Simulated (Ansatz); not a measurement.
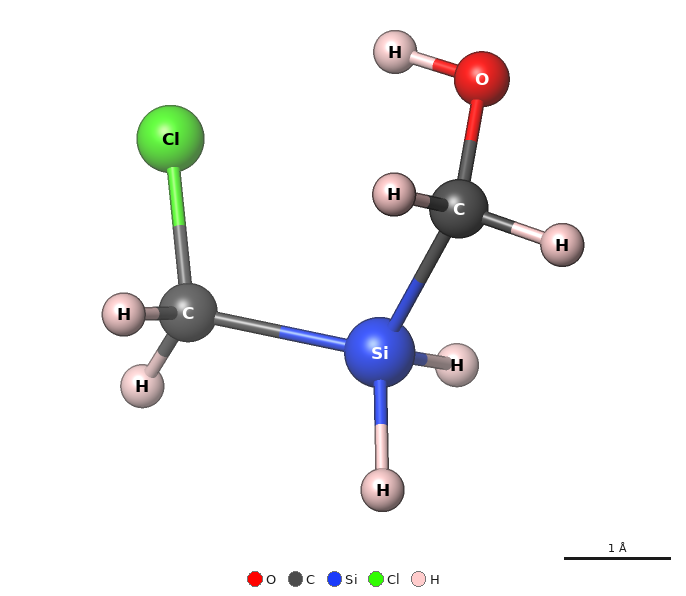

Depth is shown by fading: the farther an atom, the more it takes the colour of the background. The geometry was computed by an optimisation with PBE0-D4/def2-TZVP. No frequency run is at hand to confirm it as a minimum. Masses are those of the most abundant isotopes; constants are for the rigid equilibrium geometry.

What kind of rotor is it, and what are its rotational constants in GHz?

An asymmetric top (C1): A = 3.92, B = 2.14, C = 1.50 GHz. Ray's parameter κ is −0.47, nearer the prolate limit.
